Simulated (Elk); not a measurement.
Band structure of Ca3AsP (Pm-3m, 5 atoms in the cell).

```yaml
crystal:
  lattice:
    - [5.42485, 0.00000, 0.00000]
    - [0.00000, 5.42485, 0.00000]
    - [0.00000, 0.00000, 5.42485]
  atoms:
    - { symbol: Ca, position: [0.00000, 0.50000, 0.50000] }
    - { symbol: Ca, position: [0.50000, 0.00000, 0.50000] }
    - { symbol: Ca, position: [0.50000, 0.50000, 0.00000] }
    - { symbol: P, position: [0.00000, 0.00000, 0.00000] }
    - { symbol: As, position: [0.50000, 0.50000, 0.50000] }
```

Level of theory: PBEsol, all-electron FP-LAPW, Elk's shipped species files, APW+lo basis with extra local orbitals (Elk 10.2.4).

Settings: xctype = 22; rgkmax = 7.5; stype = 0; swidth = 0.00183747 Ha; ngridk = 4 4 4; gmaxvr = 18 1/bohr; lmaxapw = 10; lmaxo = 8; nxlo = 2; lorbcnd = true; lradstp = 2; nrmtscf = 2; lmaxi = 4; maxscl = 100.

The starting cell comes from a database of computed structures (which also holds hypothetical and non-ambient phases and stackings), without a prior relaxation at this level. Values depend on the basis (sphere radii, cutoffs, local orbitals), which need not be converged. The run gives no clean gap (levels at the Fermi energy touch, overlap or are partly filled at this smearing), which alone does not show that the compound is a metal.

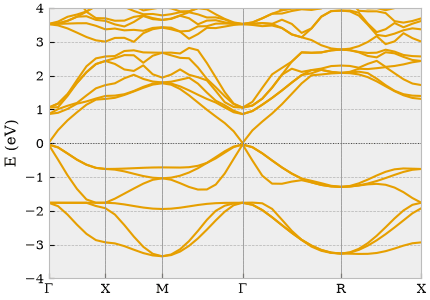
*Bands along the path, energies from the Fermi level.*

Levels in eV from the Fermi level, bands 22 to 29:
| point | 22 | 23 | 24 | 25 | 26 | 27 | 28 | 29 |
|---|---|---|---|---|---|---|---|---|
| Γ | -1.76 | -0.04 | -0.04 | -0.04 | 0.01 | 0.86 | 0.86 | 1.05 |
| X | -1.76 | -1.76 | -0.76 | -0.76 | 1.31 | 1.40 | 1.72 | 2.43 |
| M | -1.95 | -1.04 | -1.04 | -0.71 | 1.77 | 1.80 | 1.80 | 1.94 |
| R | -3.26 | -1.29 | -1.29 | -1.29 | 2.08 | 2.08 | 2.08 | 2.30 |

No band crosses the Fermi level by more than 0.03 eV along this path.
